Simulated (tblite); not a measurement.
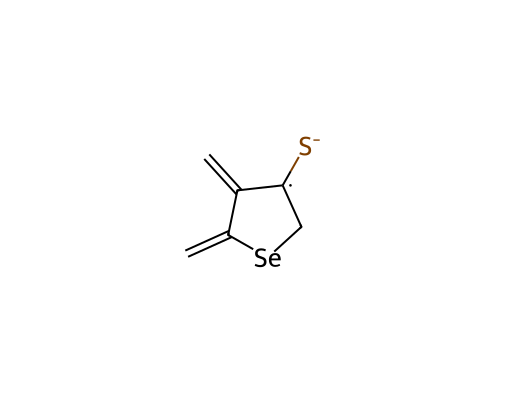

Source: calculation with tblite.

Skeletal drawing of a molecule. State: charge −1, doublet.

Transcribe the drawing into SMILES.

Answer. C=C1[Se]C[C]([S-])C1=C

Give the formula, hydrogens included.

Answer. C6H6SSe, charge -1.
